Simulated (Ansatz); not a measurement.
# PBE0/STO-3G run of SiH2O (oxosilane)

Aim: the vertical ionisation energy of SiH2O (oxosilane) at PBE0/STO-3G, from 2 runs. 

Program for the calculation: Ansatz 0.2.0.

61 further runs of the same task are left out: 9 that didn't finish, 52 set aside as unsound or not needed.

## 1. The system as given

SiH2O has 4 atoms, charge 0, and is taken as a singlet. SMILES: `O=[SiH2]`. The coordinates come from a PBE0-D4/def2-TZVP relaxation.

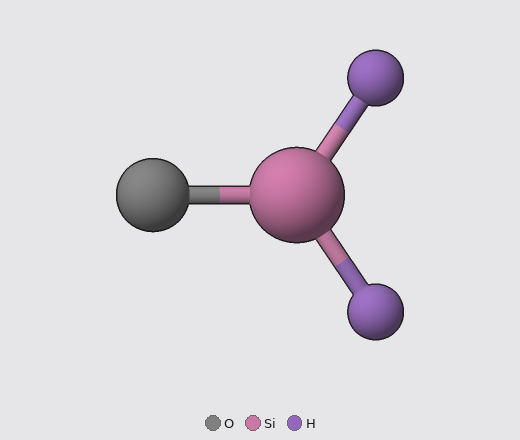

The structure, seen from a chosen angle (oxygen grey, silicon pink, hydrogen purple).

## 2. The energy at PBE0/STO-3G

The input, molecule.yaml:

```yaml
crystal:
  periodic: [false, false, false]
  atoms:
    - {symbol: O, position_ang: [-0.283200, 0.413500, 1.469500]}
    - {symbol: Si, position_ang: [-0.006700, 0.009800, 0.034900]}
    - {symbol: H, position_ang: [0.439900, -1.346000, -0.376200]}
    - {symbol: H, position_ang: [-0.150000, 0.922700, -1.128300]}
basis:
  gaussian:
    orbitals: STO-3G
hamiltonian:
  xc: pbe0
accuracy: high
```

Run with:

```
$ ansatz run molecule.yaml --threads 1 --pin off --max-ram 2610MiB --events-out events.jsonl --progress --plain --runs-dir runs
```

Standard output:

```text
Warning: RAYON_NUM_THREADS=1 ignored (pool sized by the plan → 1); use --threads N
Functional definition: PBE0
  name "PBE0"
  parameter a = 0.25
  parameter kappa = 0.804
  parameter beta = 0.06672455060314922
  exchange = (1 - a)*pbe_x(kappa = kappa, mu = beta*pi^2/3) + a*exact_x
  correlation = pbe_c(beta = beta)
267 factors; integrals over basis functions are off by at most 2.6e-8 eV
mean field evaluation 1: about -9824.0477 eV, gradient 3.7e1 eV
mean field evaluation 2: about -9781.5223 eV, gradient 1.3e2 eV
mean field evaluation 4: about -9829.7935 eV, gradient 5.4e0 eV
mean field evaluation 8: about -9829.8613 eV, gradient 8.8e-2 eV
mean field evaluation 16: about -9829.8614 eV, gradient 4.4e-7 eV
mean field -9829.86140303 eV, -361.2407436420 hartree, gradient 2.4e-8 eV, S^2 0.000000; 0 other end points of the search recorded, 0 dependent functions left out
reference -9829.86140411 eV, -361.2407436815 hartree; 12, 12 occupied and 4, 4 virtual orbitals, 267 factors
Total energy: -9829.86140411 eV, -361.2407436815 hartree
```

Wall time 0.77 s (1 thread of Arm Neoverse V1, shared host).

## 3. The doublet cation at the same level

The input, in.yaml:

```yaml
crystal:
  periodic: [false, false, false]
  atoms:
    - {symbol: O, position_ang: [-0.283200, 0.413500, 1.469500]}
    - {symbol: Si, position_ang: [-0.006700, 0.009800, 0.034900]}
    - {symbol: H, position_ang: [0.439900, -1.346000, -0.376200]}
    - {symbol: H, position_ang: [-0.150000, 0.922700, -1.128300]}
basis:
  gaussian:
    orbitals: STO-3G
magnetization:
  spin_polarized: true
  initial_magnetization: 1
accuracy: high
hamiltonian:
  xc: {name: PBE0}
total_charge: 1
```

Run with:

```
$ ansatz run in.yaml --threads 1 --pin off --max-ram 2610MiB --events-out events.jsonl --progress --plain --runs-dir runs
```

Standard output, cut to the lines that bear on the results:

```text
Warning: RAYON_NUM_THREADS=1 ignored (pool sized by the plan → 1); use --threads N
[... 7 set-up lines as earlier in the session ...]
267 factors; integrals over basis functions are off by at most 2.6e-8 eV
mean field evaluation 1: about -9804.5484 eV, gradient 3.9e1 eV
mean field evaluation 2: about -9628.4413 eV, gradient 1.5e2 eV
mean field evaluation 4: about -9817.7695 eV, gradient 2.9e1 eV
mean field evaluation 8: about -9822.9174 eV, gradient 1.7e-1 eV
mean field evaluation 16: about -9822.9179 eV, gradient 2.6e-5 eV
mean field -9822.91789637 eV, -360.9855744788 hartree, gradient 2.7e-8 eV, S^2 0.761334; 2 other end points of the search recorded, 0 dependent functions left out
reference -9822.91789752 eV, -360.9855745210 hartree; 12, 11 occupied and 4, 5 virtual orbitals, 267 factors
Total energy: -9822.91789752 eV, -360.9855745210 hartree
```

Wall time 1.5 s (1 thread of Arm Neoverse V1, shared host); peak memory 0.11 GiB.

## 4. Summary of results

At PBE0/STO-3G:

| quantity | value |
| --- | --- |
| singlet SiH2O: total energy | -361.24074 Eh |
| doublet cation: total energy | -360.98557 Eh |
| doublet cation: ⟨S²⟩ | 0.761 |
| vertical ionisation energy (to the doublet cation) | 6.944 eV |

What this shows: Removing an electron at fixed nuclei costs 6.94 eV (160 kcal/mol). In a minimal basis such a difference can be off by several eV, whatever the method.
